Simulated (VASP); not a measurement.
# A VASP study of FeNi3 (Awaruite) (AM05): structure first, properties next, part 2 of 6

Wanted: the relaxed cell of FeNi3 (Awaruite) and its properties. The start is a cell from a database of measured crystal structures.

VASP 6.6.1, plane waves and PAW; the level of theory is named at each step.

So far, largest spin moment in the PAW sphere (μB): step 2 (magnetic order: ferromagnetic) 2.91.

### Step 4. Magnetic order: antiferromagnetic, q = (0, 0, 1/2)

This step: AM05, spin-polarised from an antiferromagnetic start; plane waves and PAW (Fe, Ni) (VASP 6.6.1).

System of this step: FeNi3 (Awaruite). The structure is cubic, space group Pm-3m (No. 221). Conventional cell: a = 3.545 Å, b = 3.545 Å, c = 3.545 Å, α = 90.00°, β = 90.00°, γ = 90.00°. Nearest to Fe lie 12 Ni at 2.51 Å. Nearest to Ni lie 8 Ni at 2.51 Å and 4 Fe at 2.51 Å. Nearest to Ni lie 8 Ni at 2.51 Å and 4 Fe at 2.51 Å. Farther neighbours are not listed.

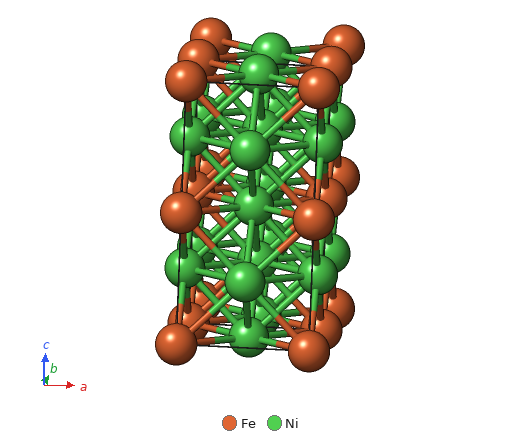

The cell of this step (iron orange, nickel green). 1×2×1 cells are drawn. Some periodic images of atoms are drawn too.

Next, a pattern with opposite moments, which needs a doubled cell; q is given in the reciprocal vectors of the primitive cell.

File INCAR:

```
SYSTEM = FeNi3
PREC = Accurate
ENCUT = 400
EDIFF = 1E-06
NELM = 100
ISMEAR = 1
SIGMA = 0.2
LREAL = .FALSE.
ALGO = Normal
GGA = AM
NBANDS = 51
ISPIN = 2
MAGMOM = 3 -3 1 -1 1 -1 1 -1
LASPH = .TRUE.
LMAXMIX = 4
LORBIT = 11
LWAVE = .FALSE.
LCHARG = .FALSE.
KPAR = 8
ISIF = 2
```

File POSCAR:

```
FeNi3
1.0
    3.5450000000      0.0000000000      0.0000000000
    0.0000000000      3.5450000000      0.0000000000
    0.0000000000      0.0000000000      7.0900000000
Fe Ni
2 6
Direct
    0.0000000000      0.0000000000      0.0000000000
    0.0000000000      0.0000000000      0.5000000000
    0.0000000000      0.5000000000      0.2500000000
    0.0000000000      0.5000000000      0.7500000000
    0.5000000000      0.0000000000      0.2500000000
    0.5000000000      0.0000000000      0.7500000000
    0.5000000000      0.5000000000      0.0000000000
    0.5000000000      0.5000000000      0.5000000000
```

File KPOINTS:

```
Automatic mesh
0
Gamma
6 6 3
0 0 0
```

Potentials, in the order of the species: Fe and Ni (PBE family, release 64).

On the command line:

```
$ mpirun -np 8 vasp_std
```

What it wrote:

```text
[banner, memory and clock lines left out]
running    8 mpi-ranks, on    1 nodes
 distrk:  each k-point on    1 cores,    8 groups
 distr:  one band on    1 cores,    1 groups

 POSCAR found type information on POSCAR FeNi
 POSCAR found :  2 types and       8 ions
 [... a notice as in an earlier step ...]

 [... a notice as in an earlier step ...]

 LDA part: xc-table for (Slater+PW92), standard interpolation
 POSCAR, INCAR and KPOINTS ok, starting setup
 FFT: planning ... GRIDC
 FFT: planning ... GRID_SOFT
 FFT: planning ... GRID
 WAVECAR not read
 entering main loop
       N       E                     dE             d eps       ncg     rms          rms(c)
DAV:   1     0.525601561627E+03    0.52560E+03   -0.27644E+04  4168   0.174E+03
DAV:   2    -0.134005681392E+02   -0.53900E+03   -0.51494E+03  4080   0.372E+02
DAV:   3    -0.611759540714E+02   -0.47775E+02   -0.42373E+02  4164   0.146E+02
DAV:   4    -0.622065058214E+02   -0.10306E+01   -0.10221E+01  4408   0.254E+01
DAV:   5    -0.622273088918E+02   -0.20803E-01   -0.20799E-01  5972   0.296E+00    0.305E+01
DAV:   6    -0.548215406914E+02    0.74058E+01   -0.84598E+01  4271   0.104E+02    0.236E+01
DAV:   7    -0.559038741624E+02   -0.10823E+01   -0.20899E+01  4312   0.929E+01    0.254E+01
DAV:   8    -0.532046224181E+02    0.26993E+01   -0.12540E+01  4461   0.803E+01    0.120E+01
DAV:   9    -0.531061327720E+02    0.98490E-01   -0.54608E+00  5115   0.405E+01    0.860E+00
DAV:  10    -0.529521094392E+02    0.15402E+00   -0.15700E+00  5028   0.231E+01    0.687E+00
DAV:  11    -0.527716336698E+02    0.18048E+00   -0.66675E-01  4668   0.150E+01    0.202E+00
DAV:  12    -0.527609915220E+02    0.10642E-01   -0.14913E-01  5041   0.492E+00    0.781E-01
DAV:  13    -0.527666894855E+02   -0.56980E-02   -0.28777E-02  5776   0.155E+00    0.692E-01
DAV:  14    -0.527661819675E+02    0.50752E-03   -0.97985E-03  4419   0.154E+00    0.270E-01
DAV:  15    -0.527662066032E+02   -0.24636E-04   -0.16516E-03  4955   0.423E-01    0.156E-01
DAV:  16    -0.527662501097E+02   -0.43506E-04   -0.40336E-04  4357   0.219E-01    0.768E-02
DAV:  17    -0.527662804638E+02   -0.30354E-04   -0.14549E-04  4817   0.171E-01    0.422E-02
DAV:  18    -0.527662855259E+02   -0.50621E-05   -0.36110E-05  6065   0.534E-02    0.212E-02
DAV:  19    -0.527662864289E+02   -0.90301E-06   -0.74757E-06  4027   0.252E-02
   1 F= -.52766286E+02 E0= -.52763592E+02  d E =-.808397E-02  mag=     0.0000
```

The job ended after 15 s (8 MPI ranks of AMD EPYC 9R45, shared host; peak memory 2 GiB).

From OUTCAR (step 4):

```text
  LATTYP: Found a simple tetragonal cell.
 ALAT       =     3.5450000000
 C/A-ratio  =     2.0000000000

 Subroutine GETGRP returns: Found 16 space group operations
 (whereof 16 operations were pure point group operations)

The static configuration has the point symmetry D_4h.

 Found     20 irreducible k-points:

   k-points           NKPTS =     20   k-points in BZ     NKDIM =     20   number of bands    NBANDS=     51

   dimension x,y,z NGX =    24 NGY =   24 NGZ =   48
   dimension x,y,z NGXF=    48 NGYF=   48 NGZF=   96

   ENCUT  =  400.0 eV  29.40 Ry    5.42 a.u.   5.78  5.78 11.56*2*pi/ulx,y,z

   NELECT =      76.0000    total number of electrons

 E-fermi :   8.1733

 spin component 1
 k-point     1 :       0.0000    0.0000    0.0000
  band No.  band energies     occupation
    ...
     30       7.6333      1.00045
     31       7.6928      1.00177
     32       7.7535      1.00573
     33       7.7543      1.00582
     34       8.0581      0.90904
     35       8.2722      0.13309
     36       8.2722      0.13309
     37       8.2928      0.08114
     38       8.2945      0.07736
     39       9.0317     -0.00000
    ...

 k-point     2 :       0.1667    0.0000    0.0000
  band No.  band energies     occupation
    ...
     33       7.7718      1.00781
     34       7.8827      1.02969
     35       7.9500      1.03338
     36       7.9516      1.03304
     37       8.0817      0.84607
     38       8.2774      0.11886
     39       8.7268     -0.00032
     40       8.8118     -0.00003
     41       8.9943     -0.00000
     42       9.0743     -0.00000
    ...

 k-point     3 :       0.3333    0.0000    0.0000
  band No.  band energies     occupation
    ...
     34       7.5479      1.00005
     35       7.6331      1.00045
     36       7.6670      1.00100
     37       7.7354      1.00413
     38       8.0013      1.00385
     39       8.2776      0.11826
     40       8.6195     -0.00354
     41       8.8150     -0.00003
     42       8.9253     -0.00000
     43       9.0668     -0.00000
    ...

 k-point     4 :       0.5000    0.0000    0.0000
  band No.  band energies     occupation
    ...
     34       7.3007      1.00000
     35       7.3377      1.00000
     36       7.3441      1.00000
     37       7.7359      1.00417
     38       7.9279      1.03546
     39       8.2778      0.11784
     40       8.3177      0.03263
     41       8.7053     -0.00055
     42       9.1068     -0.00000
     43       9.4882     -0.00000
    ...

  Total       -5.9162690     -5.9162690     -6.3435948      0.0000000      0.0000000      0.0000000
  in kB     -106.3848493   -106.3848493   -114.0689132      0.0000000      0.0000000      0.0000000
  external PRESSURE =    -108.9462040 kB  Pullay stress =       0.0000000 kB

  energy-cutoff  :      400.00
  volume of cell :       89.10
      direct lattice vectors                 reciprocal lattice vectors
     3.545000000  0.000000000  0.000000000     0.282087447  0.000000000  0.000000000
     0.000000000  3.545000000  0.000000000     0.000000000  0.282087447  0.000000000
     0.000000000  0.000000000  7.090000000     0.000000000  0.000000000  0.141043724

 POSITION                                       TOTAL-FORCE (eV/Angst)
 -----------------------------------------------------------------------------------
      0.00000      0.00000      0.00000         0.000000      0.000000      0.000515
      0.00000      0.00000      3.54500         0.000000      0.000000      0.000515
      0.00000      1.77250      1.77250         0.000000      0.000000     -0.000364
      0.00000      1.77250      5.31750         0.000000     -0.000000     -0.000364
      1.77250      0.00000      1.77250        -0.000000      0.000000     -0.000364
      1.77250      0.00000      5.31750        -0.000000      0.000000     -0.000364
      1.77250      1.77250      0.00000         0.000000     -0.000000      0.000213
      1.77250      1.77250      3.54500         0.000000     -0.000000      0.000213
 -----------------------------------------------------------------------------------
    total drift:                                0.000000      0.000000      0.000097

  FREE ENERGIE OF THE ION-ELECTRON SYSTEM (eV)
  ---------------------------------------------------
  free  energy   TOTEN  =       -52.7662864289 eV

  energy  without entropy=      -52.7582024574  energy(sigma->0) =      -52.76359177

 total charge
# of ion       s       p       d       tot
------------------------------------------
    1        0.478   0.505   6.090   7.073
    2        0.478   0.505   6.090   7.073
    3        0.502   0.507   8.329   9.338
    4        0.502   0.507   8.329   9.338
    5        0.502   0.507   8.329   9.338
    6        0.502   0.507   8.329   9.338
    7        0.503   0.508   8.321   9.332
    8        0.503   0.508   8.321   9.332
--------------------------------------------------
tot          3.972   4.055  62.136  70.162

 magnetization (x)
# of ion       s       p       d       tot
------------------------------------------
    1        0.020   0.012   2.911   2.942
    2       -0.020  -0.012  -2.911  -2.942
    3       -0.000   0.000   0.001   0.001
    4        0.000  -0.000  -0.001  -0.001
    5       -0.000   0.000   0.001   0.001
    6        0.000  -0.000  -0.001  -0.001
    7       -0.010  -0.009   0.402   0.383
    8        0.010   0.009  -0.402  -0.383
--------------------------------------------------
tot          0.000   0.000   0.000   0.000

[... 6 further parts left out ...]
```

At this level the cell is under a tension of 10.9 GPa, so at these settings it is away from equilibrium.

This step gave:

* SCF cycles: 19
* electrons: 76
* bands: 51
* irreducible k-points: 20
* symmetry operations: 8
* free energy (TOTEN): -52.7663 eV
* energy at zero smearing: -52.7636 eV
* Fermi energy: 8.173 eV
* pressure: -10.89 GPa

Spin moment in the PAW sphere by atom:

| atom | spin moment in the PAW sphere (μB) |
| --- | --- |
| Fe1 | 2.94 |
| Fe2 | -2.94 |
| Ni3 | 0.00 |
| Ni4 | 0.00 |
| Ni5 | 0.00 |
| Ni6 | 0.00 |
| Ni7 | 0.38 |
| Ni8 | -0.38 |

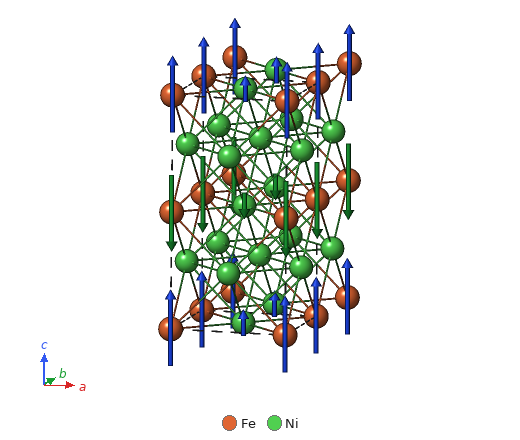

Spin moment in the PAW sphere as arrows, the longest 2.94 μB. Up and down stand for the sign. Arrows give size and sign along the axis of quantisation, drawn up and down the page. Each arrow also spans its atom, so small moments look longer than they are. The two directions have two colours. 1×2×1 cells are drawn. Some periodic images of atoms are drawn too.

The energy lies +57.8 meV an atom from the first pattern. The run ends antiferromagnetic with a largest moment of 2.94 μB, and the mesh shows no gap.

### Step 5. Magnetic order: antiferromagnetic, q = (1/2, 1/2, 1/2)

Next, a pattern with opposite moments, which needs a doubled cell; q is given in the reciprocal vectors of the primitive cell.

INCAR is that of step 4.

File POSCAR:

```
FeNi3
1.0
    7.0900000000      0.0000000000      0.0000000000
    3.5450000000      3.5450000000      0.0000000000
    3.5450000000      0.0000000000      3.5450000000
Fe Ni
2 6
Direct
    0.0000000000      0.0000000000      0.0000000000
    0.5000000000      0.0000000000      0.0000000000
    0.5000000000      0.5000000000      0.5000000000
    0.0000000000      0.5000000000      0.5000000000
    0.0000000000      0.0000000000      0.5000000000
    0.5000000000      0.0000000000      0.5000000000
    0.0000000000      0.5000000000      0.0000000000
    0.5000000000      0.5000000000      0.0000000000
```

File KPOINTS:

```
Automatic mesh
0
Gamma
6 6 6
0 0 0
```

On the command line:

```
$ mpirun -np 8 vasp_std
```

What it wrote:

```text
[... set-up lines as in an earlier step ...]
 entering main loop
       N       E                     dE             d eps       ncg     rms          rms(c)
DAV:   1     0.525783428347E+03    0.52578E+03   -0.27663E+04  6640   0.175E+03
DAV:   2    -0.134984359809E+02   -0.53928E+03   -0.51567E+03  6528   0.372E+02
DAV:   3    -0.610154516387E+02   -0.47517E+02   -0.42073E+02  6725   0.146E+02
DAV:   4    -0.620456171741E+02   -0.10302E+01   -0.10213E+01  6838   0.255E+01
DAV:   5    -0.620658585921E+02   -0.20241E-01   -0.20238E-01  9474   0.294E+00    0.307E+01
DAV:   6    -0.558673385503E+02    0.61985E+01   -0.88512E+01  6719   0.108E+02    0.343E+01
DAV:   7    -0.648865618580E+02   -0.90192E+01   -0.49541E+01  7111   0.146E+02    0.428E+01
DAV:   8    -0.519849295261E+02    0.12902E+02   -0.30831E+01  7103   0.640E+01    0.104E+01
DAV:   9    -0.525227525659E+02   -0.53782E+00   -0.21917E+00  7453   0.145E+01    0.654E+00
DAV:  10    -0.524824956903E+02    0.40257E-01   -0.37178E-01 10267   0.132E+01    0.287E+00
DAV:  11    -0.524743666850E+02    0.81290E-02   -0.19208E-01  9913   0.470E+00    0.201E+00
DAV:  12    -0.524781266711E+02   -0.37600E-02   -0.39370E-02  7106   0.287E+00    0.504E-01
DAV:  13    -0.524784725100E+02   -0.34584E-03   -0.61386E-03 10047   0.980E-01    0.209E-01
DAV:  14    -0.524785780922E+02   -0.10558E-03   -0.11641E-03  6645   0.429E-01    0.886E-02
DAV:  15    -0.524786272488E+02   -0.49157E-04   -0.12851E-04 10272   0.164E-01    0.622E-02
DAV:  16    -0.524786351157E+02   -0.78669E-05   -0.24725E-05  9613   0.509E-02    0.407E-02
DAV:  17    -0.524786318254E+02    0.32903E-05   -0.83819E-06  7908   0.555E-02    0.869E-03
DAV:  18    -0.524786316908E+02    0.13460E-06   -0.43763E-06  5988   0.190E-02
   1 F= -.52478632E+02 E0= -.52485179E+02  d E =0.196407E-01  mag=    -0.0000
```

It took 36 s on 8 MPI ranks; peak memory 2.9 GiB; 4.5 min of CPU time.

OUTCAR, selected parts (step 5):

```text
   k-points           NKPTS =     32   k-points in BZ     NKDIM =     32   number of bands    NBANDS=     51

   ENCUT  =  400.0 eV  29.40 Ry    5.42 a.u.  11.56  8.18  8.18*2*pi/ulx,y,z

   NELECT =      76.0000    total number of electrons

 E-fermi :   8.1884

 spin component 1
 k-point     1 :       0.0000    0.0000    0.0000
  band No.  band energies     occupation
    ...
     33       7.9507      1.03525
     34       8.0540      0.94975
     35       8.0842      0.88145
     36       8.0842      0.88145
     37       8.0843      0.88120
     38       8.2941      0.11453
     39       8.2942      0.11429
     40       8.2942      0.11429
     41       9.2589     -0.00000
     42       9.2589     -0.00000
    ...

 k-point     2 :       0.1667    0.0000    0.0000
  band No.  band energies     occupation
    ...
     33       7.9435      1.03546
     34       7.9519      1.03517
     35       7.9519      1.03516
     36       8.0894      0.86720
     37       8.1701      0.57695
     38       8.2439      0.27477
     39       8.7018     -0.00085
     40       8.7018     -0.00085
     41       9.1521     -0.00000
     42       9.1521     -0.00000
    ...

  Total       -5.7466820     -5.7466820     -5.7466820     -0.0008810     -0.0008810     -0.0008810
  in kB     -103.3353783   -103.3353783   -103.3353783     -0.0158412     -0.0158412     -0.0158412
  external PRESSURE =    -103.3353783 kB  Pullay stress =       0.0000000 kB

 POSITION                                       TOTAL-FORCE (eV/Angst)
 -----------------------------------------------------------------------------------
      0.00000      0.00000      0.00000         0.000000     -0.000000      0.000000
      3.54500      0.00000      0.00000         0.000000     -0.000000     -0.000000
      7.09000      1.77250      1.77250        -0.000000      0.000000     -0.000000
      3.54500      1.77250      1.77250        -0.000000     -0.000000      0.000000
      1.77250      0.00000      1.77250         0.000000     -0.000000      0.000000
      5.31750      0.00000      1.77250        -0.000000      0.000000     -0.000000
      1.77250      1.77250      0.00000        -0.000000     -0.000000      0.000000
      5.31750      1.77250      0.00000         0.000000      0.000000      0.000000
 -----------------------------------------------------------------------------------
    total drift:                                0.000000      0.000000      0.000000

  FREE ENERGIE OF THE ION-ELECTRON SYSTEM (eV)
  ---------------------------------------------------
  free  energy   TOTEN  =       -52.4786316908 eV

  energy  without entropy=      -52.4982723838  energy(sigma->0) =      -52.48517859

 magnetization (x)
# of ion       s       p       d       tot
------------------------------------------
    1       -0.001   0.027   2.943   2.970
    2        0.001  -0.027  -2.943  -2.970
    3       -0.000  -0.000   0.000   0.000
    4        0.000   0.000  -0.000  -0.000
    5       -0.000  -0.000   0.000   0.000
    6        0.000   0.000  -0.000  -0.000
    7       -0.000  -0.000   0.000   0.000
    8        0.000   0.000  -0.000  -0.000
--------------------------------------------------
tot          0.000   0.000   0.000   0.000

[... 1 part as in an earlier step ...]

[... 14 further parts left out ...]
```

At this level the cell is under a tension of 10.3 GPa, so at these settings it is away from equilibrium.

Numbers from this step:

```yaml
scf_cycles: 18
irreducible_k_points: 32
symmetry_operations: 12
free_energy_toten: -52.4786 eV
energy_at_zero_smearing: -52.4852 eV
fermi_energy: 8.188 eV
pressure: -10.33 GPa
```

Spin moment in the PAW sphere by atom:

```
atom  spin moment in the PAW sphere (μB)
 Fe1                                2.97
 Fe2                               -2.97
 Ni3                                0.00
 Ni4                                0.00
 Ni5                                0.00
 Ni6                                0.00
 Ni7                                0.00
 Ni8                                0.00
```

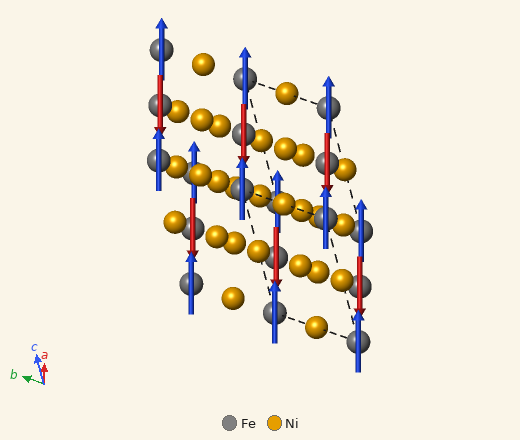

Spin moment in the PAW sphere as arrows, the longest 2.97 μB. Up and down stand for the sign. Arrows give size and sign along the axis of quantisation, drawn up and down the page. The two directions have two colours. 1×2×1 cells are drawn. Some periodic images of atoms are drawn too.

The energy lies +92.6 meV an atom from the first pattern. The run ends antiferromagnetic with a largest moment of 2.97 μB, and the mesh shows no gap.

[end of part 2 of 6]

[Lines on the potential files, build, host, timing and source positions are cut from VASP's logs without a mark.]

[Logs are printed without paths, hosts, clocks, repeated set-up lines and the standing remarks that a program may print on its own settings, such as how far it seeks lower states.]

[Hosts, paths, dates, database ids (printed as entryN), source tags and the programs' standing remarks are cut or masked in the printed files.]

[A measured line is paired with the nearest computed mode of its activity, which favours agreement.]
